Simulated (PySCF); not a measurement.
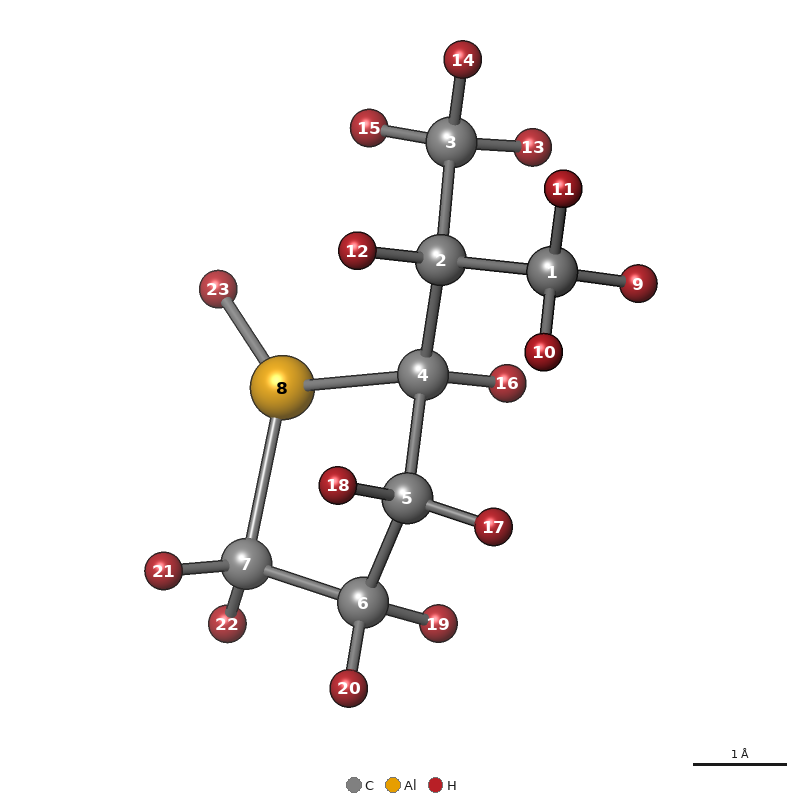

Atoms carry their numbers in the input. The geometry was computed by an optimisation with PBE0-D3(BJ)/def2-SVP. No frequency run is at hand to confirm it as a minimum.

Estimate the angles C2–C1–H11, C2–C3–H14, C2–C4–H16, C3–C2–C4, C3–C2–H12, C4–C5–C6, C4–C5–H17, C5–C4–H16, C6–C5–H17, C6–C7–H21, Al8–C7–H21, Al8–C7–H22.

```json
{"angle": "C2–C1–H11", "degrees": "111.4"}
{"angle": "C2–C3–H14", "degrees": "111.6"}
{"angle": "C2–C4–H16", "degrees": "107.3"}
{"angle": "C3–C2–C4", "degrees": "111.3"}
{"angle": "C3–C2–H12", "degrees": "107.6"}
{"angle": "C4–C5–C6", "degrees": "111.8"}
{"angle": "C4–C5–H17", "degrees": "112.1"}
{"angle": "C5–C4–H16", "degrees": "107.3"}
{"angle": "C6–C5–H17", "degrees": "109.6"}
{"angle": "C6–C7–H21", "degrees": "110.0"}
{"angle": "Al8–C7–H21", "degrees": "108.6"}
{"angle": "Al8–C7–H22", "degrees": "118.8"}
```
